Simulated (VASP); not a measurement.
Energy against volume of InAs (zinc blende). Method: PBE GGA, VASP's PBE PAW potentials (set 64) (plane waves; VASP 6.6.1).

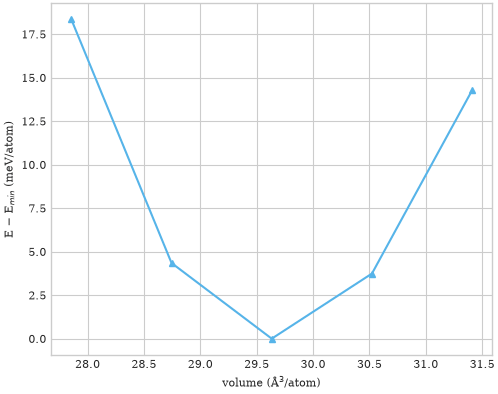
Energy against volume

Estimate the equilibrium volume and the bulk modulus.

The minimum lies near 29.6 Å³/atom, and the curvature gives B0 of about 48 GPa.

Measured: bulk modulus 58.6 GPa at 0 K (computed value off by -17.3 %), as given by Daniel Mejia-Rodriguez et al., Physical Review B (2018), arXiv:1807.09216 [0 K value with the zero-point phonon effect removed]; a 6.047 Å at 0 K (computed value off by +2.4 %), as given by Daniel Mejia-Rodriguez et al., Physical Review B (2018), arXiv:1807.09216 [static lattice: zero-point anharmonic expansion removed].

The compound is InAs in the zinc blende structure. It was relaxed first, which changed the volume by +7 %.
